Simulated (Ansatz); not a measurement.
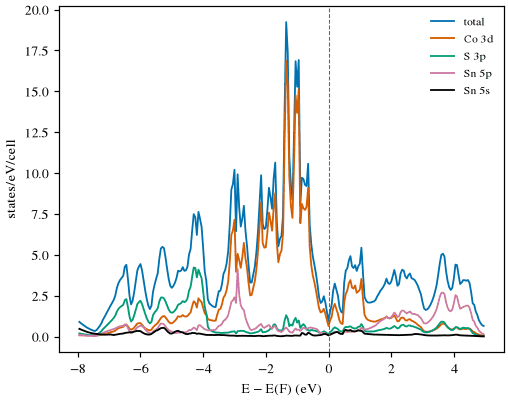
Fig. 1. Total and projected density of states of Co$_{3}$Sn$_{2}$S$_{2}$ in space group R-3m (No. 166; Co on 9d, S on 6c, Sn on 3b, Sn on 3a), plane-wave PAW r²SCAN (Ansatz code)

Task: Which orbitals carry the states next to the Fermi level?

Result: Within 0.5 eV of the Fermi level: Co 3d 67 %, S 3p 14 %, Sn 5p 10 %, Sn 5s 6 %. Projections are on Löwdin-orthogonalised atomic valence shells; empty p or d shells of many metals are not among them.

Task: Where is the tallest occupied peak in this window, and what makes it?

Result: Near -1.3 eV, about 19 states/eV per cell; the largest projected share is Co 3d.

The workflow started from an entry of the Crystallography Open Database (COD). Whether it is the stable phase at ambient conditions was not checked. Symmetry was held in the r²SCAN relaxation; whether a distortion lowers the energy is not shown. The final state is ferromagnetic, the only order run, not a proven ground state. Other orbital occupations within this spin state were not tried. No Hubbard U is applied. The compound may be a true metal, but semilocal functionals without U, or a wrong spin order, can also close a gap. Scalar-relativistic: spin–orbit coupling is off unless named, which matters more the heavier the elements.

Potentials: the later of the program's two PAW sets.
